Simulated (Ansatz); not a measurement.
The calculation's input:

```
crystal:
  periodic: [false, false, false]
  atoms:
    - { symbol: B, position_ang: [0.407882, 0.600241, -0.525888] }
    - { symbol: H, position_ang: [-0.449949, -0.108123, 1.606088] }
    - { symbol: "N", position_ang: [1.54492, -0.230266, -0.480558] }
    - { symbol: H, position_ang: [1.536052, -1.159265, -0.869643] }
    - { symbol: H, position_ang: [2.431239, 0.030409, -0.072578] }
    - { symbol: H, position_ang: [-0.600735, 0.189306, -1.025192] }
    - { symbol: "N", position_ang: [0.418935, 1.990409, -0.009632] }
    - { symbol: H, position_ang: [1.261097, 2.362172, 0.411791] }
    - { symbol: C, position_ang: [-0.664279, 2.943313, -0.129352] }
    - { symbol: H, position_ang: [-1.516251, 2.455677, -0.608175] }
    - { symbol: H, position_ang: [-1.006389, 3.317018, 0.849597] }
    - { symbol: H, position_ang: [-0.393194, 3.817909, -0.740135] }
    - { symbol: H, position_ang: [-0.403927, 0.597999, 1.585079] }
basis:
  gaussian: { orbitals: "6-31G*" }
hamiltonian:
  xc: b3lyp
  dispersion: d4
relax:
  f_tol: 0.03
  max_steps: 50
output:
  orbitals: {}
```

Command:

```sh
ansatz run input.yaml --threads 1 --pin off --max-ram 2048MiB --backend cpu --events-out ev --progress --plain --runs-dir out
```

The fields are those of the run's last geometry, not of the input's.

Level of theory: Ansatz 0.2.0, RKS B3LYP-D4/6-31G*.

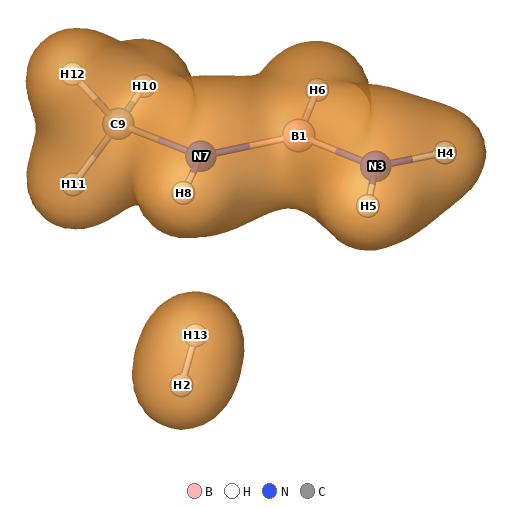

CH$_{7}$BN$_{2}$···H$_{2}$. Isosurface of the electron density at 0.2 e/Å³ (orange), seen at a tilt.

Question: Which contacts does the surface bridge?

Answer: At this value the surface falls into two separate pieces. It bridges the sampled B–N (1.42 Å), C–N (1.45 Å) and H–H (0.75 Å) contacts, where the density stays above the isovalue. It is pinched off along the sampled N···H (2.64 Å) contacts. On the grid the lowest density along these lines, outside the cores, is 0.06 e/Å³ (N···H, 2.64 Å), 1.4 e/Å³ (B–N, 1.42 Å), 1.8 e/Å³ (C–N, 1.45 Å) and 1.7 e/Å³ (H–H, 0.75 Å).
